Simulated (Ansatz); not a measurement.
C$_{3}$H$_{5}$Br (SMILES C=C(C)Br)

Input

```
crystal:
  periodic: [false, false, false]
  atoms:
    - {symbol: C, position_ang: [-2.407021, 2.240209, -0.789655]}
    - {symbol: C, position_ang: [-1.156777, 1.874311, -0.522613]}
    - {symbol: C, position_ang: [-0.237722, 1.088917, -1.407614]}
    - {symbol: Br, position_ang: [-0.369419, 2.374276, 1.175778]}
    - {symbol: H, position_ang: [-3.015719, 2.810568, -0.097766]}
    - {symbol: H, position_ang: [-2.853328, 1.961915, -1.741654]}
    - {symbol: H, position_ang: [0.075618, 0.156870, -0.923568]}
    - {symbol: H, position_ang: [-0.744709, 0.842456, -2.346788]}
    - {symbol: H, position_ang: [0.670170, 1.657806, -1.638376]}
basis:
  gaussian:
    orbitals: def2-TZVPD
hamiltonian:
  xc: pbe0
output: {forces: true, orbitals: {seedname: orbitals}}
```

Launched as:

```sh
ansatz run input.yaml --threads 1 --pin off --max-ram 2610MiB --events-out events.jsonl --progress --plain --runs-dir runs
```

Geometry: B3LYP/6-31G*.

The calculation used Ansatz, isolated molecule in a Gaussian basis; Kohn-Sham density functional theory, functional PBE0.

### Predict the electron density and electron localisation function between the atoms.

C–C (1.33 Å): the density is about 2.4 e/Å³ at the midpoint; the ELF peaks at about 0.95 between the atoms: a multiple bond.
C–Br (1.94 Å): ρ at the midpoint is about 1.1 e/Å³; the ELF peaks at about 0.85 between the atoms: localised, covalent bonding.
C–H (1.08 Å): ρ is about 2 e/Å³ halfway; the ELF climbs to about 1 towards the hydrogen, as it does in any bond to H: an ordinary covalent bond to hydrogen.
C–C (1.50 Å): ρ at the midpoint is about 1.8 e/Å³; the ELF peaks at about 0.95 between the atoms: localised, covalent bonding.

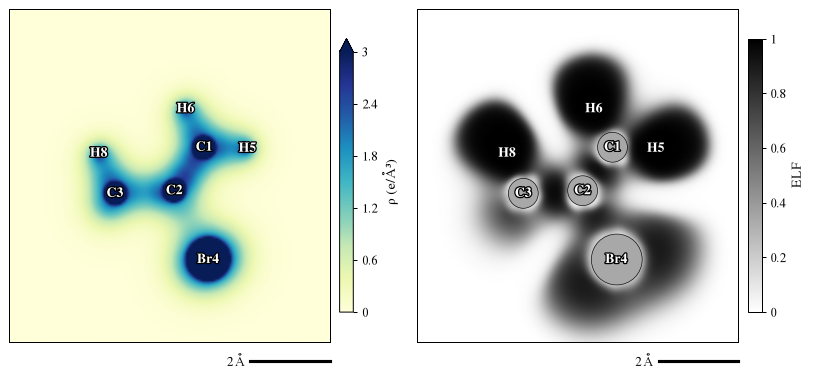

Computed electron density and electron localisation function on the plane of atoms C2, C1 and H5, in this order. Grey discs cover the atomic cores in the ELF map. 
